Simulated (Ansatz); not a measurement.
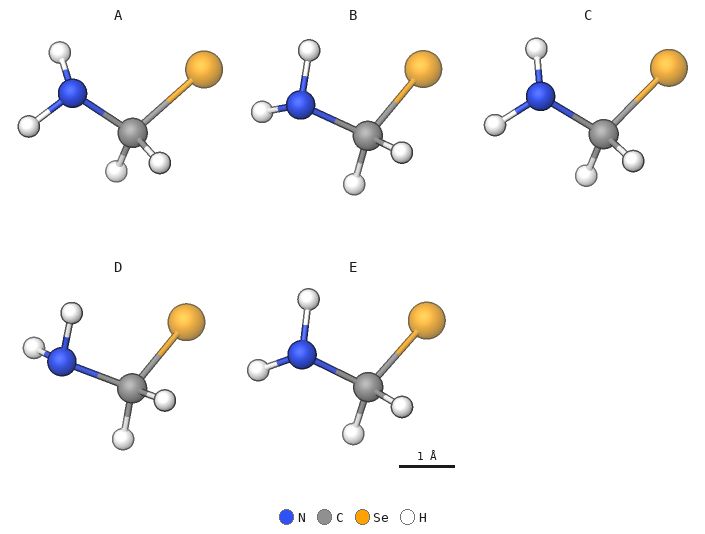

5 geometries from one relaxation of CH$_{4}$NSe (charge −1), in shuffled order. The picture is a ball-and-stick view, seen from a free direction.

These are results of RKS PBE0-D4/def2-TZVPD (Ansatz 0.2.0), not measurements. Settings: force threshold 0.005 eV/Å; at most 200 steps.

Put them in the order of the run, from the start to the converged end.

Answer. A, C, E, B, D. They are steps 0, 4, 6, 7, 13, at +18.9 kJ/mol, +16.0 kJ/mol, +12.3 kJ/mol, +5.82 kJ/mol relative to the last. The energy falls by 18.9 kJ/mol in 13 geometry steps. The largest force component goes from 0.51 to 0.00038 eV/Å. The largest move after the best rigid fit is that of an H atom, 1.14 Å. By element the largest moves are H 1.14 Å, Se 0.47 Å, N 0.37 Å, C 0.07 Å. Near-neighbour distances that change, for instance: C–Se 1.947 → 1.971 Å, C–N 1.448 → 1.464 Å, C–H 1.103 → 1.093 Å. Bond angles that change, for instance: N–C–H 113.2° → 107.9°, H–N–H 107.8° → 102.8°, C–N–H 109.4° → 106.1°. Groups turn about C–N by about 100°. Cost: 57 s on 2 threads of Arm Neoverse V1 (shared host).
